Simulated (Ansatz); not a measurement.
CH$_{9}$AlOSi$_{2}$ (SMILES [SiH3][CH2][AlH][O][SiH3])

Input

```
crystal:
  periodic: [false, false, false]
  atoms:
    - symbol: C
      position_ang: [-1.010807, 0.241486, 1.665504]
    - symbol: Al
      position_ang: [-0.957292, -0.856632, 0.048767]
    - symbol: O
      position_ang: [0.169604, -0.504034, -1.185121]
    - symbol: Si
      position_ang: [-0.029179, -0.447685, 3.119309]
    - symbol: Si
      position_ang: [1.289919, -0.097253, -2.313919]
    - symbol: H
      position_ang: [-0.150135, 0.391626, 4.344837]
    - symbol: H
      position_ang: [-0.498353, -1.820466, 3.463531]
    - symbol: H
      position_ang: [1.417538, -0.543743, 2.773640]
    - symbol: H
      position_ang: [-2.059582, 0.335899, 1.982733]
    - symbol: H
      position_ang: [-0.638478, 1.250596, 1.444175]
    - symbol: H
      position_ang: [-1.927957, -2.086199, -0.187705]
    - symbol: H
      position_ang: [2.273991, -1.199632, -2.495181]
    - symbol: H
      position_ang: [2.034548, 1.128601, -1.909286]
    - symbol: H
      position_ang: [0.634825, 0.172464, -3.623607]
basis:
  gaussian:
    orbitals: def2-SVPD
hamiltonian:
  xc: {name: PBE0}
output: {forces: true, orbitals: {seedname: orbitals}}
```

Command:

```sh
ansatz run input.yaml --threads 2 --pin off --max-ram 4350MiB --events-out events.jsonl --progress --plain --runs-dir runs
```

Geometry: B3LYP/6-31G*.

The calculation used isolated molecule in a Gaussian basis; Kohn-Sham density functional theory, functional PBE0 in Ansatz.

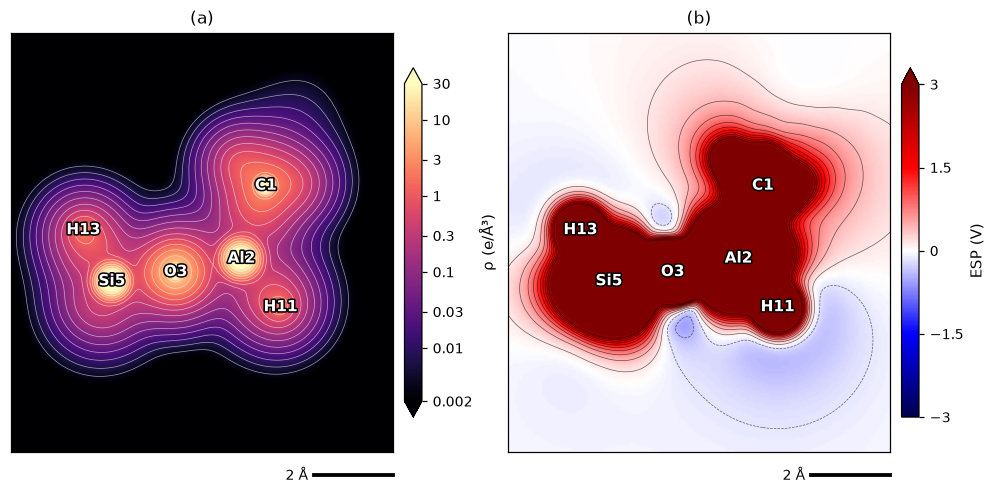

Figure 1. (a) total electron density; (b) electrostatic potential on the plane of atoms O3, Al2 and H11.

### What do the fields say about this system?

- The plane passes through C, Al, O, Si and H nuclei.
- Si–O (1.64 Å): the density is about 1.1 e/Å³ at the midpoint.
- Al–O (1.71 Å): ρ at the midpoint is about 0.79 e/Å³.
- C–Al (1.96 Å): the density is about 0.71 e/Å³ at the midpoint.
- Si–H (1.49 Å): the density is about 0.77 e/Å³ at the midpoint.
- Al–H (1.58 Å): ρ is about 0.54 e/Å³ halfway.
- Outside the dense part of the molecule the potential is most negative (−0.6 V) near O3.

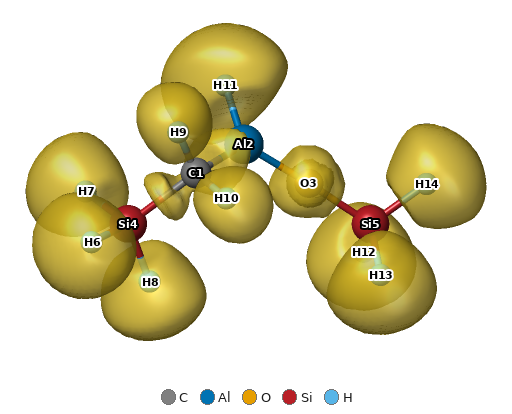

Figure 2. Isosurface of the electron localisation function at 0.8 (yellow), seen at a tilt. Core shells and regions of very low density are left out.

### Describe the localisation domains.

At this value the surface marks out nine regions around hydrogen nuclei, one region on C in which the atom's valence shell and bonds are merged and one region wrapped around O (its valence shell). Profiles from the grid: Si–O (1.64 Å): the ELF peaks at about 0.85 between the atoms: a polar covalent bond. Al–O (1.71 Å): the ELF peaks at about 0.85 in the valence shell of O, 0.6 Å from its nucleus, and is about 0.35 at the midpoint.

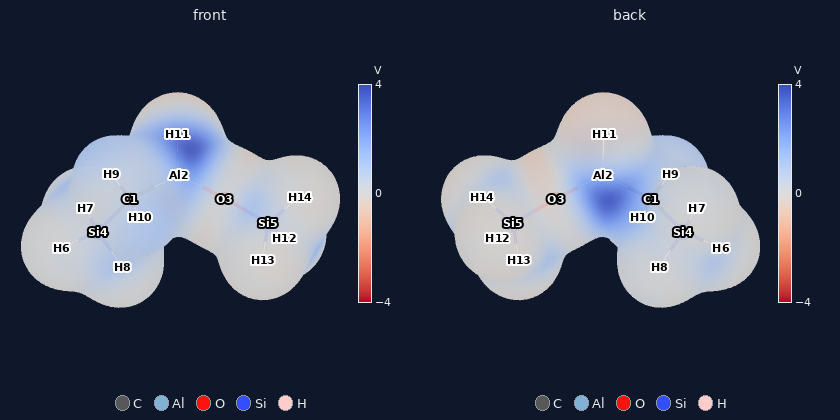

Figure 3. The electrostatic potential painted on the density surface at 0.002 e/bohr³, seen from the front and from behind; red is negative and blue positive.

### Which sites attract a positive test charge, and which a negative one?

A positive charge is drawn to the negative regions and a negative charge to the positive ones. The most negative region (about −0.4 V) lies over H11, the most positive (about +3.4 V) over Al2.

### What dipole moment does the calculation give?

Its dipole moment is 1.12 D.
